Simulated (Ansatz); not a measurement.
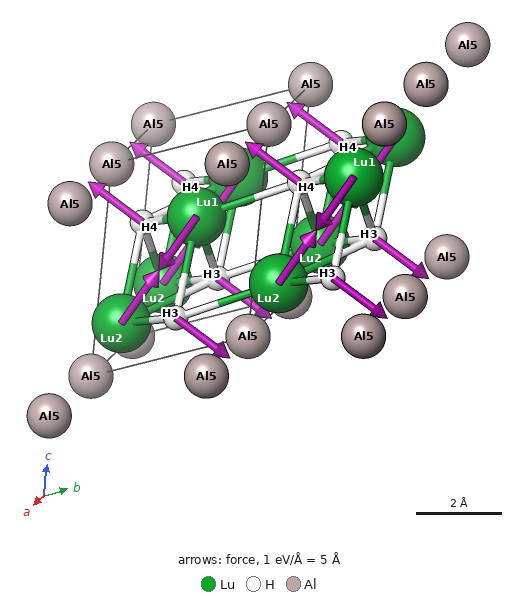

Starting geometry of solid Lu2AlH2 (a generated structure, set up in Immm) with the computed forces as purple arrows. Style: ball-and-stick. Shown: the cell of the calculation, repeated 2 × 2 × 1 with one cell outlined, slightly off an axis.

The start is a swapped structure.

Computed with DFT, PAW plane waves, r2SCAN (Ansatz 0.2.0). (plane-wave cutoff 500 eV; k-point mesh 6 × 6 × 6; occupations fermi dirac; smearing width 0.1 eV; no spin polarisation; atoms relaxed in a fixed cell; at most 40 steps)

**What follows when this structure is relaxed?**

It isn't relaxed: the largest force vector, on Lu atoms, is 0.34 eV/Å. The final displacements follow the starting forces only in part (cosine between the two patterns 0.56). After 6 accepted moves (7 points after the start) the energy has fallen by 37.9 meV per atom. Largest force component: 0.34 eV/Å at the start, 0.0032 eV/Å at the end. The line search rejected the trial step at point 4 of the run. The largest moves, 0.42 Å, are those of H3 and H4. H4 goes along [1 −1 1]. Largest moves by element: H 0.42 Å, Lu 0.07 Å. Al stays in place. The cell doesn't change. Among the contacts that change: Lu1–H3 2.722 → 2.447 Å, Lu1–H3 (another image) 2.720 → 2.957 Å, Lu1–Lu2 3.300 → 3.446 Å, Lu1–Al5 2.923 → 2.867 Å. Bond angles that change, for instance: Lu1–H3–Lu2 112.1° → 126.4°. The space group stays Immm (No. 71). The run took 81 s on 2 threads of Intel(R) Xeon(R) Platinum 8488C (Sapphire Rapids), with other jobs on the host, peak memory 0.77 GiB.
